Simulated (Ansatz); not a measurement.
## Nudged elastic band of AlH$_{3}$ClF

The run: nudged elastic band of AlH$_{3}$ClF. Method and program: RKS PBE-D4/def2-SVPD (Ansatz 0.2.0).

One setting was made poor on purpose. It belongs to a series of runs on one base structure; here: band between the two ends. Figures and captions count atoms from 1; the log counts them from 0 in places.

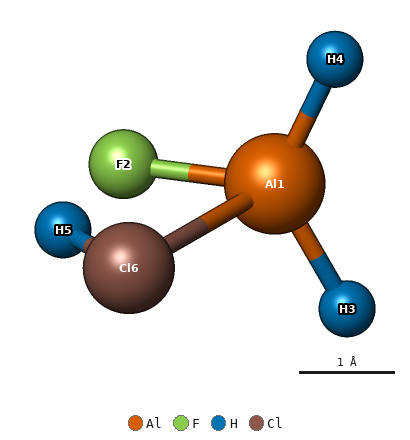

The structure as given in the input (ball-and-stick view, seen at a tilt; atoms are numbered from 1 in the order of the input). Sticks mark near contacts.

Input
```yaml
crystal:
  periodic: [false, false, false]
  atoms:
    - { symbol: Al, position_ang: [-0.61502, 0.336927, -0.362266] }
    - { symbol: F, position_ang: [-0.78236, -0.632699, 1.079463] }
    - { symbol: H, position_ang: [-0.920352, -0.423764, -1.721551] }
    - { symbol: H, position_ang: [-0.598056, 1.905061, -0.116898] }
    - { symbol: H, position_ang: [1.032358, -0.844587, 1.006644] }
    - { symbol: Cl, position_ang: [1.883431, -0.34084, 0.114509] }
basis:
  gaussian: { orbitals: def2-SVPD }
hamiltonian:
  xc: pbe
  dispersion: d4
neb:
  order_check: false
  images: 7
  f_tol: 0.05
  max_iterations: 60
  initial_path: linear
  final_atoms:
    - { symbol: Al, position_ang: [-0.25648848, 0.39859491, -0.52516302] }
    - { symbol: F, position_ang: [-0.50287219, -0.74445563, 1.17987868] }
    - { symbol: H, position_ang: [-0.95121219, -0.46242811, -1.65945659] }
    - { symbol: H, position_ang: [-0.62706567, 1.8651215, -0.05336575] }
    - { symbol: H, position_ang: [0.47470557, -0.87794609, 1.17457593] }
    - { symbol: Cl, position_ang: [1.86293396, -0.17878857, -0.11656826] }
```

Command:
```bash
ansatz run input.yaml --threads 2 --pin off --max-ram 3072MiB --backend cpu --events-out ev --progress --plain --runs-dir out
```

Log
```
Engine: ansatz 0.2.0, aarch64-unknown-linux-gnu
Functional definition: PBE
  parameter kappa = 0.804
  parameter beta = 0.06672455060314922
  exchange = pbe_x(kappa = kappa, mu = beta*pi^2/3)
  correlation = pbe_c(beta = beta)
882 factors; their error is unknown
mean field evaluation 1: about -21864.9716 eV, gradient 4.0e1 eV
mean field evaluation 2: about -21849.8243 eV, gradient 1.1e2 eV
mean field evaluation 4: about -21867.8397 eV, gradient 2.7e0 eV
mean field evaluation 8: about -21867.8542 eV, gradient 4.7e-2 eV
mean field evaluation 16: about -21867.8101 eV, gradient 7.7e-5 eV
mean field -21867.81006733 eV, -803.6271974404 hartree, gradient 7.7e-5 eV, S^2 0.000000; 0 other end points of the search recorded, 0 dependent functions left out
the calculation of the forces begins
reference -21867.81011777 eV, -803.6271992941 hartree; 21, 21 occupied and 77, 77 virtual orbitals, 882 factors
882 factors; their error is unknown
mean field evaluation 32: about -21867.9125 eV, gradient 7.7e-5 eV
mean field -21867.91254632 eV, -803.6309634737 hartree, gradient 7.7e-5 eV, S^2 0.000000; 0 other end points of the search recorded, 0 dependent functions left out
[... from here on the field's lines of each further geometry are left out, up to the last ...]
NEB iter   1: max|band force component| = 1.670e0 eV/Å  barrier→ = 0.3408 eV  barrier← = 0.4439 eV  Δτ_max = 0.1517 Å  (229 SCF iters)
NEB iter   2: max|band force component| = 1.318e0 eV/Å  barrier→ = 0.0852 eV  barrier← = 0.1884 eV  Δτ_max = 0.1321 Å  (193 SCF iters)
NEB iter   3: max|band force component| = 6.062e-1 eV/Å  barrier→ = 0.0266 eV  barrier← = 0.1298 eV  Δτ_max = 0.0832 Å  (195 SCF iters)
NEB iter   4: max|band force component| = 2.873e-1 eV/Å  barrier→ = 0.0196 eV  barrier← = 0.1228 eV  CI = image 3  Δτ_max = 0.0250 Å  (194 SCF iters)
NEB iter   5: max|band force component| = 7.431e-2 eV/Å  barrier→ = 0.0184 eV  barrier← = 0.1216 eV  CI = image 3  Δτ_max = 0.0109 Å  (198 SCF iters)
the calculation of the forces begins
reference -21867.90327513 eV, -803.6306227637 hartree; 21, 21 occupied and 77, 77 virtual orbitals, 882 factors
882 factors; their error is unknown
mean field -21867.79001493 eV, -803.6264605281 hartree, gradient 1.4e-5 eV, S^2 0.000000; 1 other end points of the search recorded, 0 dependent functions left out
the calculation of the forces begins
reference -21867.79006378 eV, -803.6264623234 hartree; 21, 21 occupied and 77, 77 virtual orbitals, 882 factors
NEB iter   6: max|band force component| = 3.688e-2 eV/Å  barrier→ = 0.0188 eV  barrier← = 0.1220 eV  CI = image 3  Δτ_max = 0.0000 Å  (380 SCF iters)
```

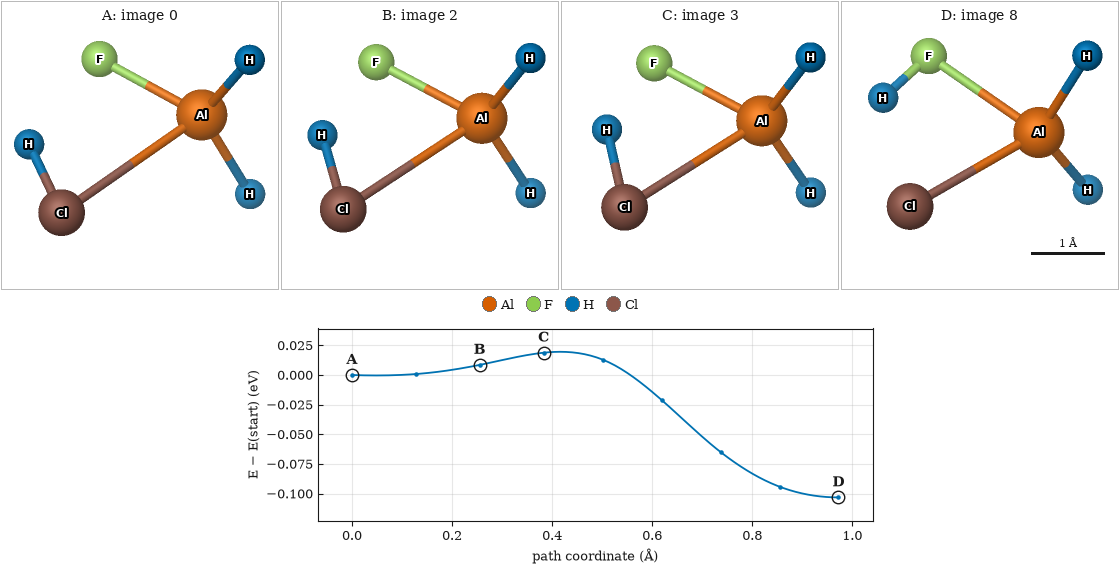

Images of the last band (counted from 0; ball-and-stick, seen at a tilt) above the energy along the path; the line is a cubic interpolation that uses the forces. The highest image is number 3, 0.019 eV above the start and 0.122 eV above the end (the climbing image); the end lies 0.103 eV below the start. The path is 0.97 Å long. The band converged in 6 iterations.

```
Total energy: -21867.88311301 eV, -803.6298818196 hartree
Atom 0 at    -0.474922     0.343104    -0.399665 Å, force    -0.011875    -0.019398     0.030172 eV/Å
Atom 1 at    -0.604870    -0.676112     1.104969 Å, force    -0.018506     0.017329    -0.027150 eV/Å
Atom 2 at    -0.917986    -0.448585    -1.698202 Å, force    -0.002669     0.003146    -0.003921 eV/Å
Atom 3 at    -0.597527     1.890606    -0.083979 Å, force     0.001379     0.002481    -0.004357 eV/Å
Atom 4 at     0.755620    -0.771400     0.962015 Å, force     0.027724    -0.001576     0.001960 eV/Å
Atom 5 at     1.839686    -0.337515     0.114762 Å, force     0.003947    -0.001982     0.003295 eV/Å
Dipole moment:     0.056695     0.024483    -0.047060 e Å
this run last wrote the band of iteration 6 to [file]
```

The last band as extended XYZ (Å, eV, eV/Å)
```
6
Properties=species:S:1:pos:R:3:forces:R:3 image=0 energy=-21867.90186
Al   -0.6150    0.3369   -0.3623    0.0204   0.0101  -0.0137
F    -0.7824   -0.6327    1.0795   -0.0051  -0.0105   0.0092
H    -0.9204   -0.4238   -1.7216   -0.0094   0.0004   0.0025
H    -0.5981    1.9051   -0.1169   -0.0087  -0.0007   0.0007
H     1.0324   -0.8446    1.0066   -0.0252  -0.0071   0.0223
Cl    1.8834   -0.3408    0.1145    0.0281   0.0077  -0.0210
6
Properties=species:S:1:pos:R:3:forces:R:3 image=1 energy=-21867.90104
Al   -0.5746    0.3361   -0.3711   -0.0167  -0.0076   0.0154
F    -0.7248   -0.6472    1.0837   -0.0121   0.0146  -0.0179
H    -0.9202   -0.4308   -1.7160    0.0016   0.0012  -0.0005
H    -0.5941    1.9003   -0.1074    0.0007  -0.0011  -0.0012
H     0.9375   -0.8097    0.9839    0.0198  -0.0046   0.0029
Cl    1.8763   -0.3485    0.1268    0.0068  -0.0024   0.0014
6
Properties=species:S:1:pos:R:3:forces:R:3 image=2 energy=-21867.89334
Al   -0.5279    0.3386   -0.3818   -0.0359  -0.0155   0.0295
F    -0.6657   -0.6587    1.0932   -0.0376   0.0195  -0.0264
H    -0.9143   -0.4418   -1.7063   -0.0007   0.0061  -0.0063
H    -0.5944    1.8961   -0.0946    0.0030   0.0030  -0.0078
H     0.8449   -0.7862    0.9634    0.0553  -0.0061   0.0040
Cl    1.8575   -0.3479    0.1260    0.0159  -0.0070   0.0070
6
Properties=species:S:1:pos:R:3:forces:R:3 image=3 energy=-21867.88306
Al   -0.4749    0.3431   -0.3997   -0.0119  -0.0194   0.0302
F    -0.6049   -0.6761    1.1050   -0.0185   0.0173  -0.0272
H    -0.9180   -0.4486   -1.6982   -0.0027   0.0031  -0.0039
H    -0.5975    1.8906   -0.0840    0.0014   0.0025  -0.0044
H     0.7556   -0.7714    0.9620    0.0277  -0.0016   0.0020
Cl    1.8397   -0.3375    0.1148    0.0039  -0.0020   0.0033
6
Properties=species:S:1:pos:R:3:forces:R:3 image=4 energy=-21867.88884
Al   -0.4227    0.3507   -0.4215    0.0645   0.0258  -0.0521
F    -0.5567   -0.6909    1.1151    0.0511  -0.0451   0.0514
H    -0.9231   -0.4528   -1.6908   -0.0088  -0.0026   0.0017
H    -0.6013    1.8857   -0.0767   -0.0050   0.0000   0.0044
H     0.6740   -0.7716    0.9799   -0.1100  -0.0066   0.0356
Cl    1.8297   -0.3210    0.0939    0.0081   0.0284  -0.0410
6
Properties=species:S:1:pos:R:3:forces:R:3 image=5 energy=-21867.92283
Al   -0.3696    0.3620   -0.4489    0.1426   0.0459  -0.0962
F    -0.5262   -0.7065    1.1308    0.0913  -0.0589   0.0657
H    -0.9254   -0.4551   -1.6857   -0.0146  -0.0070   0.0098
H    -0.6028    1.8819   -0.0719   -0.0109  -0.0057   0.0119
H     0.5949   -0.7820    1.0121   -0.2236  -0.0588   0.1309
Cl    1.8291   -0.3002    0.0635    0.0152   0.0845  -0.1221
6
Properties=species:S:1:pos:R:3:forces:R:3 image=6 energy=-21867.96674
Al   -0.3162    0.3754   -0.4800    0.1365   0.0489  -0.0962
F    -0.5229   -0.7166    1.1447    0.0344  -0.0547   0.0687
H    -0.9213   -0.4549   -1.6855   -0.0093  -0.0029   0.0158
H    -0.5984    1.8798   -0.0725   -0.0089  -0.0123   0.0085
H     0.5251   -0.8082    1.0646   -0.1684  -0.0643   0.1294
Cl    1.8338   -0.2754    0.0286    0.0157   0.0853  -0.1262
6
Properties=species:S:1:pos:R:3:forces:R:3 image=7 energy=-21867.99598
Al   -0.2682    0.3897   -0.5096    0.0657   0.0222  -0.0491
F    -0.5382   -0.7237    1.1566   -0.0092  -0.0224   0.0342
H    -0.9137   -0.4527   -1.6857   -0.0036  -0.0004   0.0059
H    -0.5904    1.8790   -0.0769   -0.0033  -0.0045   0.0042
H     0.4658   -0.8430    1.1260   -0.0597  -0.0413   0.0731
Cl    1.8446   -0.2493   -0.0104    0.0102   0.0464  -0.0683
6
Properties=species:S:1:pos:R:3:forces:R:3 image=8 energy=-21868.00504
Al   -0.2296    0.4017   -0.5352    0.0006   0.0003  -0.0009
F    -0.5590   -0.7267    1.1656    0.0000  -0.0011   0.0006
H    -0.9056   -0.4490   -1.6884    0.0000   0.0000  -0.0001
H    -0.5818    1.8787   -0.0825    0.0001  -0.0001   0.0004
H     0.4148   -0.8826    1.1936   -0.0005   0.0009   0.0006
Cl    1.8612   -0.2219   -0.0533   -0.0003   0.0000  -0.0005
```

Summary

- outcome: converged
- barrier, forward: 0.019 eV
- barrier, backward: 0.122 eV
- hardware: 2 threads of Arm Neoverse V2, 24 GiB of memory available, shared host
- wall time: 53 s (CPU time 100 s)
- peak memory: 0.15 GiB

Remarks

A deliberately poor setting: straight start. The order of the saddle point was not checked.
